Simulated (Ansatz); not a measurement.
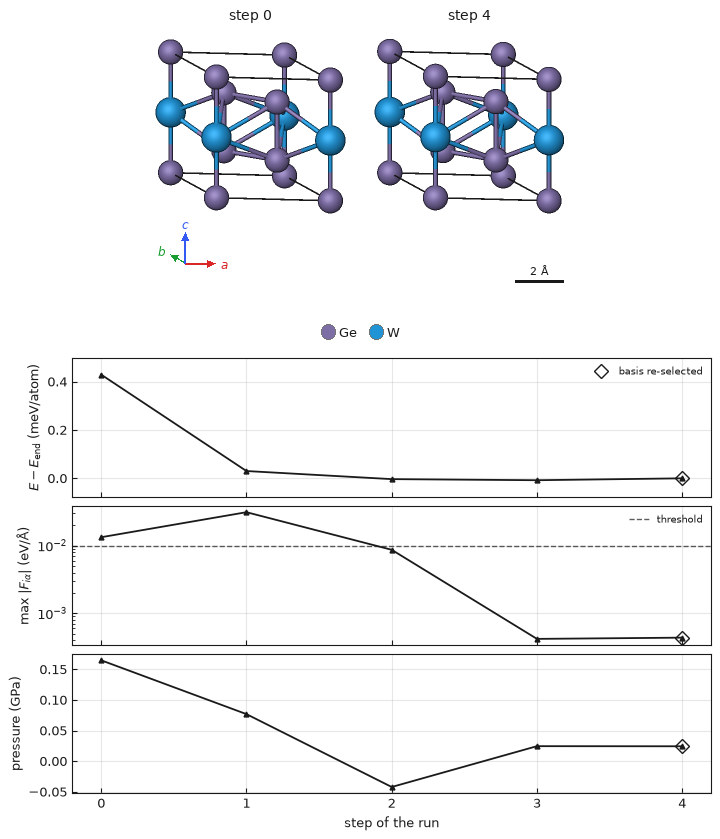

First and last geometry of a relaxation of crystalline Ge₅W (a generated structure, set up in P6/mmm), with the history of the run. A ball-and-stick model of the cell of the calculation, seen slightly off an axis.

Level of theory: DFT PBE, scalar-relativistic, plane waves, PAW in Ansatz.

The input:
```yaml
crystal:
  lattice:
    - [4.8235595834, 0.0, 0.0]
    - [-2.4117797917, 4.1773251359, 0.0]
    - [0.0, 0.0, 5.2297711394]
  atoms:
    - { symbol: Ge, position: [0.6666666667, 0.3333333333, 0.7402529057] }
    - { symbol: Ge, position: [0.0, 0.0, 0.0] }
    - { symbol: Ge, position: [0.6666666667, 0.3333333333, 0.2597470943] }
    - { symbol: Ge, position: [0.3333333333, 0.6666666667, 0.2597470943] }
    - { symbol: Ge, position: [0.3333333333, 0.6666666667, 0.7402529057] }
    - { symbol: W, position: [0.0, 0.0, 0.5] }
basis:
  ecutwfc: 420
kpoints:
  mp_grid: { grid: [12, 12, 8] }
hamiltonian:
  xc: pbe
scf:
  occupations: { method: gaussian, width: 0.1 }
output:
  forces: true
  stress: true
  eigenvalues: true
relax:
  adjacent_minimum: "off"
  f_tol: 0.01
  max_steps: 80
  cell: { stress_tol: 0.05 }
```

Command:
```bash
ansatz run input.yaml --threads 1 --pin off --max-ram 2560MiB --backend cpu --events-out ev --progress --plain --runs-dir out
```

Did the run converge, and what did it change?

It converged. Over 3 accepted moves (4 points after the start) the energy falls by 0.4 meV per atom. Largest force component: 0.013 eV/Å at the start, 0.00044 eV/Å at the end. Pressure: 0.16 GPa at the start and 0.02 GPa at the end. At 1 point the geometry stayed and the basis and grid were re-selected for the new cell (energy shift of less than 0.05 meV per atom at most each time). The atoms keep their places relative to the cell (all moves are under 0.005 Å). The volume changes by −0.1 %, with a = b 4.824 → 4.807 Å (−0.3 %), c 5.230 → 5.259 Å (+0.6 %). Among the contacts that change: Ge1–Ge3 2.513 → 2.528 Å, Ge2–W6 2.615 → 2.629 Å, Ge1–Ge3 (another image) 2.717 → 2.731 Å, Ge1–Ge5 2.785 → 2.775 Å. The space group stays P6/mmm (No. 191).
